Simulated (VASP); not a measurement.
Band structure of TiS2 (1T layered). All values below come from AM05 GGA, VASP's PBE PAW potentials (set 64) (plane waves; VASP).

Without a dispersion term in the relaxation, distances and binding between the weakly bound layers, chains or molecules are unreliable, and so is what depends on them.

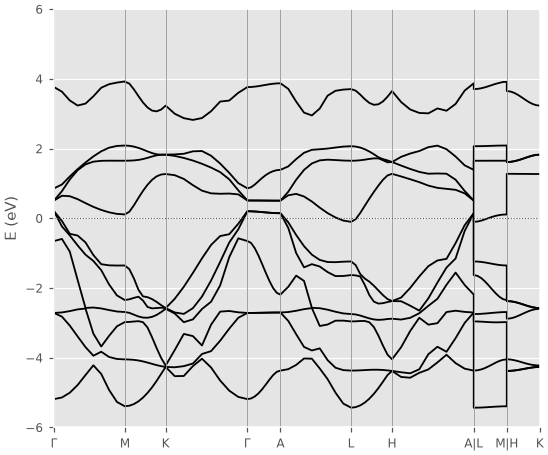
Figure. Bands along high-symmetry lines, zero at the valence-band maximum or, without a gap, the Fermi level

Task: Read the plot: is there a gap, and where are the band edges?

Result: It has no gap at this level: it comes out as a metal or semimetal. (Edges off the drawn lines would not show.)

The compound is TiS2 in the 1T layered structure. It was relaxed first, which changed the volume by +5 %.
